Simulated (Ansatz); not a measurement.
CH3CuO2 (SMILES O/C=[O+]\[CuH-])

The calculation's input:

```
crystal:
  periodic: [false, false, false]
  atoms:
    - {symbol: C, position_ang: [2.715127, 0.529608, 0.632821]}
    - {symbol: Cu, position_ang: [1.304776, -0.333477, -1.579143]}
    - {symbol: O, position_ang: [1.564580, 0.548828, 1.244060]}
    - {symbol: O, position_ang: [2.887728, 0.206398, -0.529455]}
    - {symbol: H, position_ang: [0.873353, 0.257116, 0.598604]}
    - {symbol: H, position_ang: [3.549407, 0.843633, 1.283930]}
    - {symbol: H, position_ang: [-0.011596, -0.697170, -2.167001]}
basis:
  gaussian:
    orbitals: def2-TZVPD
hamiltonian:
  xc: {name: PBE0}
output:
  forces: true
  orbitals: {seedname: orbitals}
```

Run with:

```sh
ansatz run input.yaml --threads 2 --pin off --max-ram 4350MiB --events-out events.jsonl --progress --plain --runs-dir runs
```

Geometry: PBE0-D3(BJ)/def2-SVP.

All numbers below come from isolated molecule in a Gaussian basis; Kohn-Sham density functional theory, functional PBE0 in Ansatz.

Predict the electron density and electron localisation function between the atoms.

Answer. C–O (1.22 Å): ρ is about 3.3 e/Å³ halfway; the ELF peaks at about 0.85 between the atoms; a short, multiple covalent bond.
Cu–O (1.97 Å): ρ at the midpoint is about 0.53 e/Å³; the ELF peaks at about 0.90 in the valence shell of O, 0.5 Å from its nucleus, and is about 0.15 at the midpoint.
O–H (0.99 Å): ρ is about 3.7 e/Å³ halfway; the ELF climbs to about 1 towards the hydrogen, as it does in any bond to H: an ordinary covalent bond to hydrogen.
C–O (1.30 Å): ρ at the midpoint is about 2.7 e/Å³; the ELF peaks at about 0.90 between the atoms (a short, strongly polar bond).

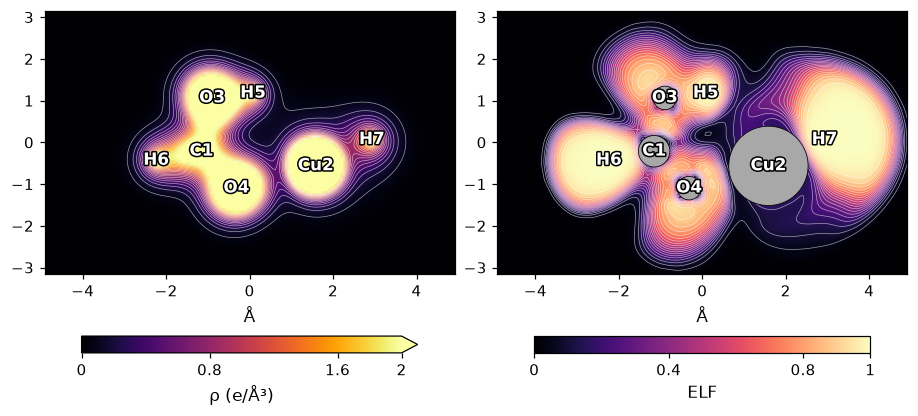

Computed electron density and electron localisation function on the molecular plane, in this order. Grey discs cover the atomic cores in the ELF map. 
